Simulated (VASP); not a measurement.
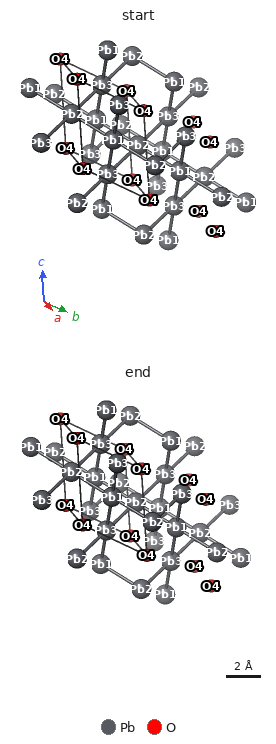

The structure of crystalline Pb3O (a generated structure, set up in Im-3m) before (top) and after (bottom) a relaxation, at one scale.

The picture is a ball-and-stick view of the cell of the calculation, repeated 1 × 2 × 1 with one cell outlined, seen slightly off an axis.

The run lets cell and atoms move.

All numbers below come from Kohn-Sham DFT of a periodic cell, PBE, VASP PAW PBE potentials, recommended in VASP.

Input file:
```
SYSTEM = Pb3O
ALGO     = Normal         ! electronic algorithm
EDIFF    = 1E-6           ! SCF threshold, eV
EDIFFG   = -0.04          ! ionic threshold
ENCUT    = 600            ! plane-wave cutoff, eV
GGA      = PE             ! functional
IBRION   = 2              ! ionic algorithm
ISIF     = 3              ! what is computed and relaxed
ISMEAR   = 0              ! smearing method
LASPH    = .True.         ! aspherical terms in the spheres
LCHARG   = .False.        ! write CHGCAR
LREAL    = .False.        ! projectors in reciprocal space
LWAVE    = .False.        ! write WAVECAR
NELM     = 100            ! most SCF steps
NSW      = 90             ! ionic steps
PREC     = Accurate       ! precision mode
SIGMA    = 0.1            ! smearing width, eV
```

Run as
```bash
cat potpaw_PBE.64/Pb_d/POTCAR potpaw_PBE.64/O/POTCAR > POTCAR
mpirun -np 1 vasp_std > vasp.out
```

Question: Describe what moved and what it gained.

Answer: Over 1 geometry step the energy falls by 0.122 eV per cell of the calculation. All forces vanish by symmetry, so only the cell relaxes. Pressure: −3.34 GPa at the start and −0.06 GPa at the end. No atom moves by more than 0.005 Å relative to the cell. The volume changes by −8.8 %, with a = b = c 5.388 → 5.224 Å (−3.0 %). Near-neighbour distances that change, for instance: Pb1–Pb2 3.110 → 3.016 Å. The space group stays Im-3m (No. 229).
